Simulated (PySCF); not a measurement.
## Run report: C₂H₆N₂Si₂, geometry relaxation

The run: geometry relaxation of C₂H₆N₂Si₂. Method and program: PBE0-D3(BJ)/def2-SVP geometry optimisation, gas phase (PySCF 2.14.0).

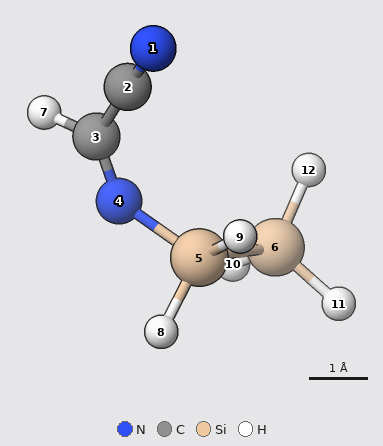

*The structure as given in the input (ball-and-stick view, seen at a tilt; atoms are numbered from 1 in the order of the input).*

Bond lengths as drawn: C–C 1.42 Å, C–H 1.12 Å, C–N 1.14 to 1.22 Å, H–Si 1.44 to 1.48 Å, N–Si 1.74 Å and Si–Si 2.33 Å.

**Input**
```
{"job": {"xc": "PBE0", "basis": "def2-SVP", "d3": "d3bj", "grid": 1, "shake": 0.01, "kind": "geom"}, "charge": 0, "multiplicity": 1}
N      2.683770     1.488210    -1.633720
C      2.363250     0.922510    -0.698580
C      1.952480     0.190630     0.443710
N      0.999740    -0.560590     0.517140
Si    -0.357920    -0.950940    -0.505670
Si    -2.095280     0.209800     0.521060
H      2.626160     0.313020     1.326540
H     -0.384000    -2.390410    -0.323920
H     -0.217390    -0.638390    -1.907610
H     -2.197110    -0.047960     1.970860
H     -3.366260    -0.220340    -0.070770
H     -1.967750     1.656180     0.351930
```

The first line tells a small driver script what to run in PySCF; the rest is the geometry in Å.

Command:
```bash
OMP_NUM_THREADS=1 python <driver script> task.json out
```

**What the program printed**
```
step   0  E = -767.47122280  max force = 0.061611
step   1  E = -767.48099170  max force = 0.021064
step   2  E = -767.48198125  max force = 0.006196
step   3  E = -767.48189945  max force = 0.009145
step   4  E = -767.48225726  max force = 0.004721
step   5  E = -767.48233362  max force = 0.002826
step   6  E = -767.48238003  max force = 0.000915
step   7  E = -767.48238999  max force = 0.000678
step   8  E = -767.48239843  max force = 0.000434
optimisation converged
```

**Trajectory as extended XYZ (Å, eV, eV/Å), 9 frames, from step=0 to step=8**
```
12
Properties=species:S:1:pos:R:3:forces:R:3 step=0 energy=-20883.95570
N     2.6838    1.4882   -1.6337    0.7670   1.3634  -2.1945
C     2.3632    0.9225   -0.6986   -0.4249  -0.5116   0.9097
C     1.9525    0.1906    0.4437    3.1681   1.5019   1.3745
N     0.9997   -0.5606    0.5171   -3.0322  -1.9664   0.3814
Si   -0.3579   -0.9509   -0.5057    0.1515   0.0341   0.9278
Si   -2.0953    0.2098    0.5211   -0.1205  -0.3227   0.1304
H     2.6262    0.3130    1.3265   -0.0292   0.0940  -0.2270
H    -0.3840   -2.3904   -0.3239   -0.4062  -0.8167  -0.0546
H    -0.2174   -0.6384   -1.9076    0.0778   0.3306  -1.0660
H    -2.1971   -0.0480    1.9709    0.1594  -0.1792   0.3254
H    -3.3663   -0.2203   -0.0708   -0.4958  -0.1390  -0.3101
H    -1.9678    1.6562    0.3519    0.1850   0.6116  -0.1971
12
Properties=species:S:1:pos:R:3:forces:R:3 step=1 energy=-20884.22153
N     2.4248    1.4175   -1.7809   -0.0869  -0.0261   0.0601
C     2.0899    0.8491   -0.8269    0.1262   0.0261  -0.1449
C     1.7154    0.1239    0.3708   -1.0832  -0.6030  -0.0833
N     0.7224   -0.6738    0.4642    0.9136   0.5847   0.2060
Si   -0.5757   -1.1676   -0.5968   -0.3133   0.0455  -0.3811
Si   -2.4958   -0.1245    0.2735    0.1904   0.0900   0.0200
H     2.3556    0.3298    1.2409    0.1141  -0.0484   0.1157
H    -0.7471   -2.6431   -0.4717    0.1512  -0.0130   0.0202
H    -0.3929   -0.8019   -2.0475    0.0559  -0.0543   0.1283
H    -2.5632   -0.4495    1.7290   -0.0599   0.0519   0.0222
H    -3.7457   -0.5809   -0.4058    0.0413  -0.0539  -0.0353
H    -2.3431    1.3499    0.0711   -0.0496   0.0004   0.0721
12
Properties=species:S:1:pos:R:3:forces:R:3 step=2 energy=-20884.24846
N     2.2847    1.4127   -1.7968   -0.0760  -0.0103  -0.0005
C     2.0108    0.8396   -0.8271    0.2189   0.1464  -0.0044
C     1.6969    0.1116    0.3887   -0.2608  -0.2760  -0.1818
N     0.7243   -0.6907    0.4937    0.2886   0.0908   0.3186
Si   -0.5612   -1.1676   -0.5935   -0.2511  -0.0106  -0.1732
Si   -2.4693   -0.1008    0.2679    0.0644   0.0171   0.0044
H     2.3942    0.2798    1.2287   -0.0313   0.0542   0.0032
H    -0.6975   -2.6470   -0.4732    0.0407   0.0003   0.0019
H    -0.3321   -0.7999   -2.0300    0.0270  -0.0057   0.0258
H    -2.5848   -0.4251    1.7213   -0.0200   0.0213  -0.0016
H    -3.6984   -0.5598   -0.4464    0.0038  -0.0226  -0.0209
H    -2.3229    1.3761    0.0864   -0.0041  -0.0049   0.0284
12
Properties=species:S:1:pos:R:3:forces:R:3 step=3 energy=-20884.24623
N     2.2454    1.5047   -1.7626    0.0027   0.0426  -0.0030
C     1.9957    0.8748   -0.8226   -0.1449  -0.1976  -0.1000
C     1.6835    0.0755    0.3526    0.4702   0.3840   0.3865
N     0.7278   -0.7274    0.4998   -0.2204  -0.2327  -0.1184
Si   -0.5712   -1.1974   -0.5873   -0.0608  -0.0289   0.0165
Si   -2.4508   -0.0841    0.2684   -0.0585  -0.0334  -0.0129
H     2.3825    0.2465    1.1937    0.0470   0.0360  -0.0656
H    -0.6883   -2.6768   -0.4509   -0.0535   0.0041  -0.0144
H    -0.3142   -0.8480   -2.0183   -0.0060   0.0316  -0.0631
H    -2.5996   -0.3848    1.7239    0.0125  -0.0138  -0.0115
H    -3.6712   -0.5445   -0.4613   -0.0173   0.0113  -0.0011
H    -2.2951    1.3906    0.0846    0.0289  -0.0032  -0.0128
12
Properties=species:S:1:pos:R:3:forces:R:3 step=4 energy=-20884.25597
N     2.1925    1.4771   -1.7780   -0.0215   0.0202  -0.0037
C     1.9713    0.8583   -0.8235    0.0282  -0.0840  -0.0298
C     1.6938    0.0752    0.3710    0.1413   0.2427   0.1236
N     0.7345   -0.7295    0.5122   -0.0614  -0.1604   0.0118
Si   -0.5624   -1.1907   -0.5856   -0.0218  -0.0136   0.0276
Si   -2.4474   -0.0823    0.2644   -0.0479  -0.0248  -0.0128
H     2.4010    0.2573    1.2022    0.0075  -0.0036  -0.0501
H    -0.6862   -2.6705   -0.4604   -0.0411   0.0039  -0.0111
H    -0.2973   -0.8303   -2.0137   -0.0058   0.0220  -0.0377
H    -2.6048   -0.3938    1.7165    0.0088  -0.0106  -0.0075
H    -3.6647   -0.5347   -0.4759   -0.0092   0.0103  -0.0016
H    -2.2856    1.3930    0.0908    0.0227  -0.0022  -0.0087
12
Properties=species:S:1:pos:R:3:forces:R:3 step=5 energy=-20884.25804
N     2.2145    1.4244   -1.8052   -0.0139  -0.0010   0.0018
C     1.9865    0.8376   -0.8321   -0.0008   0.0387   0.0188
C     1.6937    0.0980    0.3861    0.0078  -0.1453  -0.0942
N     0.7367   -0.7163    0.5248    0.0388   0.0563   0.0531
Si   -0.5593   -1.1758   -0.5803   -0.0003   0.0170  -0.0162
Si   -2.4602   -0.0921    0.2659   -0.0054  -0.0034  -0.0038
H     2.4094    0.2794    1.2076   -0.0314   0.0355   0.0315
H    -0.6908   -2.6564   -0.4757    0.0019   0.0013   0.0028
H    -0.2960   -0.7939   -2.0059   -0.0017  -0.0027   0.0062
H    -2.6216   -0.4252    1.7124   -0.0045  -0.0011   0.0003
H    -3.6731   -0.5357   -0.4873    0.0054   0.0037  -0.0039
H    -2.2950    1.3850    0.1096    0.0041   0.0011   0.0034
12
Properties=species:S:1:pos:R:3:forces:R:3 step=6 energy=-20884.25931
N     2.1683    1.4385   -1.7999   -0.0092   0.0036  -0.0008
C     1.9658    0.8385   -0.8293    0.0365   0.0029   0.0141
C     1.6984    0.0834    0.3856   -0.0196   0.0408  -0.0471
N     0.7439   -0.7310    0.5312   -0.0112  -0.0366   0.0329
Si   -0.5542   -1.1824   -0.5771    0.0145   0.0025  -0.0011
Si   -2.4508   -0.0864    0.2617   -0.0086  -0.0012  -0.0018
H     2.4092    0.2813    1.2079    0.0006  -0.0140   0.0019
H    -0.6937   -2.6624   -0.4750   -0.0026   0.0007   0.0032
H    -0.2829   -0.8001   -2.0006   -0.0038  -0.0018   0.0013
H    -2.6256   -0.4206    1.7064   -0.0034  -0.0038  -0.0007
H    -3.6611   -0.5195   -0.5016    0.0033   0.0055  -0.0029
H    -2.2728    1.3896    0.1105    0.0035   0.0013   0.0010
12
Properties=species:S:1:pos:R:3:forces:R:3 step=7 energy=-20884.25958
N     2.1568    1.4516   -1.7924   -0.0038   0.0029   0.0016
C     1.9606    0.8438   -0.8254    0.0123  -0.0108   0.0059
C     1.6982    0.0800    0.3850    0.0001   0.0349  -0.0110
N     0.7457   -0.7366    0.5332   -0.0019  -0.0286   0.0029
Si   -0.5532   -1.1868   -0.5749    0.0033   0.0060   0.0030
Si   -2.4485   -0.0841    0.2584   -0.0049   0.0000  -0.0016
H     2.4136    0.2726    1.2048   -0.0028  -0.0062   0.0002
H    -0.6972   -2.6662   -0.4709   -0.0007   0.0012   0.0030
H    -0.2800   -0.8070   -1.9987   -0.0017  -0.0013  -0.0007
H    -2.6302   -0.4178    1.7024   -0.0033  -0.0033  -0.0016
H    -3.6575   -0.5118   -0.5097    0.0006   0.0047  -0.0034
H    -2.2636    1.3912    0.1079    0.0028   0.0005   0.0018
12
Properties=species:S:1:pos:R:3:forces:R:3 step=8 energy=-20884.25981
N     2.1401    1.4605   -1.7844    0.0053   0.0005   0.0020
C     1.9536    0.8457   -0.8197   -0.0130  -0.0095   0.0003
C     1.6977    0.0755    0.3877    0.0098   0.0065   0.0186
N     0.7492   -0.7461    0.5381    0.0023  -0.0016  -0.0223
Si   -0.5508   -1.1911   -0.5718   -0.0039   0.0030   0.0041
Si   -2.4457   -0.0801    0.2526    0.0033   0.0021   0.0003
H     2.4163    0.2657    1.2052   -0.0009   0.0004   0.0005
H    -0.7020   -2.6698   -0.4689    0.0012   0.0002   0.0028
H    -0.2726   -0.8113   -1.9944   -0.0010  -0.0024  -0.0029
H    -2.6426   -0.4193    1.6934   -0.0034  -0.0024  -0.0024
H    -3.6508   -0.4950   -0.5283   -0.0007   0.0030  -0.0042
H    -2.2478    1.3943    0.1103    0.0009   0.0003   0.0031
```

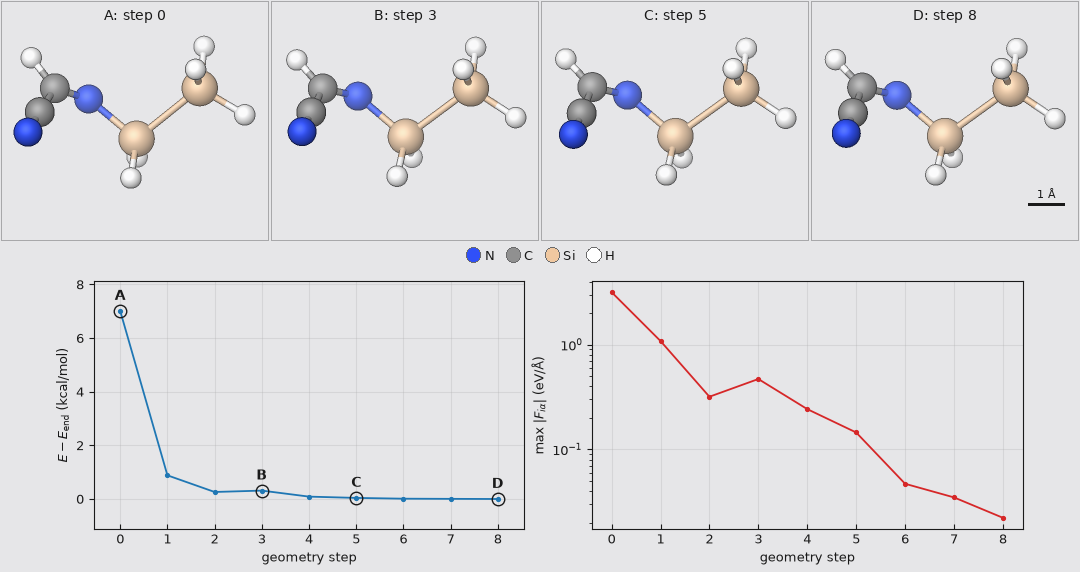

*Frames of the relaxation (ball-and-stick view, seen at a tilt) above the curves, on which the letters mark them (steps are counted from 0).*

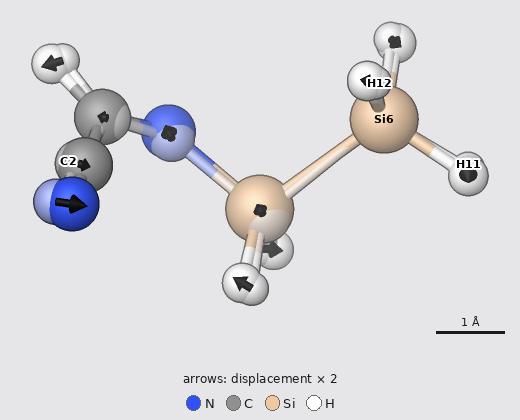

*Start (faint) and end (solid) with the displacements as black arrows, magnified 2 times (ball-and-stick view, seen at a tilt). The two geometries are laid on each other by the best rigid fit.*

The largest move after the best rigid fit is that of N1, 0.25 Å. By element the largest moves are N 0.25 Å, H 0.18 Å, Si 0.11 Å, C 0.10 Å. Among the contacts that change: Si5–H9 1.443 → 1.498 Å, C3–N4 1.215 → 1.264 Å, Si5–H8 1.451 → 1.490 Å, C2–C3 1.417 → 1.455 Å. Among the angles that change: N4–Si5–H8 99.4° → 106.3°, C3–N4–Si5 135.5° → 129.9°, Si6–Si5–H8 115.2° → 111.3°. After 8 geometry steps the energy has fallen by 7.01 kcal/mol. The largest force component goes from 3.2 to 0.022 eV/Å. (Atoms are counted from 1 in the order of the input.)

**Summary**

```tsv
quantity	value
outcome	converged
total energy	−767.482398 hartree
dipole moment	1.89 D
point group	C1
hardware	1 CPU thread, shared host
wall time	54 s
peak memory	0.52 GiB
```
